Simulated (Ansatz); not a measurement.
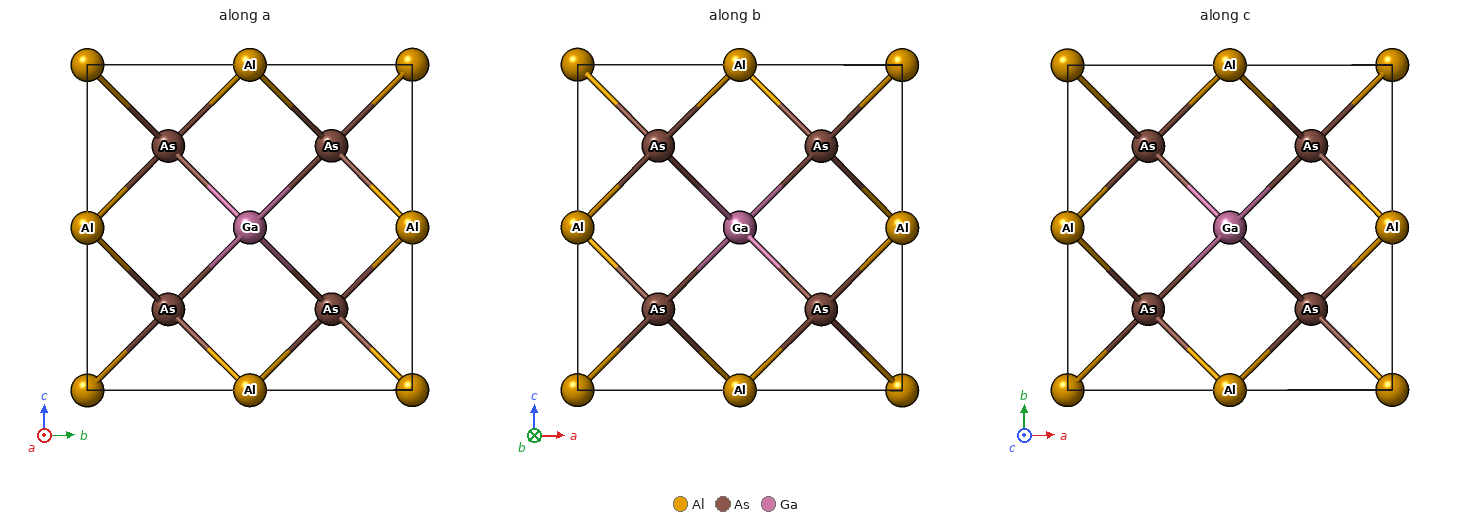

Shown here is a ball-and-stick view of the crystal, taken along the a axis, along the b axis and along the c axis. One unit cell is framed, with atoms on its boundary repeated.

Lattice parameters: a = 5.729 Å, b = 5.733 Å, c = 5.742 Å, α = 89.94°, β = 90.07°, γ = 89.95°. Put a along x and b in the xy plane.

**Transcribe the picture into a POSCAR file, with free fractional coordinates to two decimals.**

```
Al As Ga
1.0
     5.729    0.000    0.000
     0.005    5.733    0.000
    -0.007    0.006    5.742
Al As Ga
3 4 1
Direct
  0.00 0.00 0.50
  0.50 0.00 0.00
  0.00 0.50 0.00
  0.25 0.25 0.75
  0.25 0.75 0.25
  0.75 0.25 0.25
  0.75 0.75 0.75
  0.50 0.50 0.50
```

Provenance: a structure type filled with these elements by a generator (whether the compound takes this form wasn't checked). The picture shows the end point of a geometry optimisation with DFT PBE, scalar-relativistic, plane waves, PAW in Ansatz.
